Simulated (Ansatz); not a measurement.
One crystal and one scan (energy against volume) at two levels, PBE (plane waves to 420 eV, PAW, scalar-relativistic; Ansatz, an electronic-structure program) and PBEsol (plane waves to 420 eV, PAW, scalar-relativistic; Ansatz), each from its own relaxed cell and on its own mesh. The cell shown is that of PBE.

PtSb2 (space group Pa-3)

```
PtSb2
1.0
    6.55329     0.00000     0.00000
    0.00000     6.55329     0.00000
    0.00000     0.00000     6.55329
Sb Pt
8 4
Direct
  0.37490   0.12510   0.87490
  0.62510   0.87490   0.12510
  0.12510   0.87490   0.37490
  0.87490   0.12510   0.62510
  0.87490   0.37490   0.12510
  0.12510   0.62510   0.87490
  0.62510   0.62510   0.62510
  0.37490   0.37490   0.37490
  0.00000   0.50000   0.50000
  0.50000   0.50000   0.00000
  0.50000   0.00000   0.50000
  0.00000   0.00000   0.00000
```

Equation-of-state scan: isotropic scaling of the cell above, V₀ being its volume. The atoms relax within the cell's symmetry.

Energies are smeared free energies. PtSb2 is run without spin polarisation. PtSb2 was relaxed with its symmetry unable to fall. Spin-orbit coupling is left out, though Pt and Sb are heavy. Percentages come from the unrounded values. Both scans cover V/V₀ from 0.900 to 1.100.

| quantity | PBE | PBEsol | PBE − PBEsol |
|---|---|---|---|
| Lattice constant a (Å) | 6.553 | 6.463 | +0.090 (+1.4 %) |
| Pressure at the smallest volume (GPa) | 14.4 | 16.6 | -2.2 (-13 %) |
| Energy cost of the largest compression (meV/atom) | 95 | 105 | -10 (-9 %) |
| Energy cost of the largest expansion (meV/atom) | 63 | 70 | -7 (-10 %) |
| Bulk modulus B₀ (third-order Birch-Murnaghan fit) (GPa) | 104.5 | 120.3 | -15.8 (-13 %) |
| Pressure derivative B₀′ (fit) | 5.2 | 5.1 | +0.1 (+1 %) |
| Pressure for 5 % compression (fit) (GPa) | 6.1 | 7.0 | -0.9 (-13 %) |

PBE gives the higher value for: lattice constant a. PBE gives the lower value for: pressure at the smallest volume; energy cost of the largest compression; energy cost of the largest expansion; bulk modulus B₀; pressure for 5 % compression. They agree on: pressure derivative B₀′ (within 1.5 %). (PBE) At this level the bands of PtSb2 touch or barely overlap; measurements give the solid a gap. (PBEsol) At this level the bands of PtSb2 touch or barely overlap; measurements give the solid a gap. Neither level is exact: the differences show how much the result hangs on the functional.

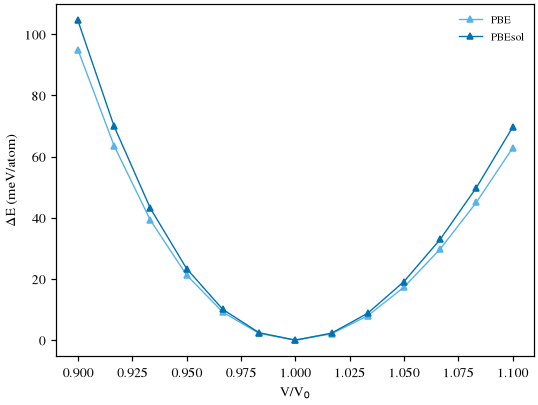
*ΔE, each from the relaxed starting cell of its own level.*

(A scan under strain: stresses follow from slopes of the energy per volume, elastic moduli from its curvatures.)
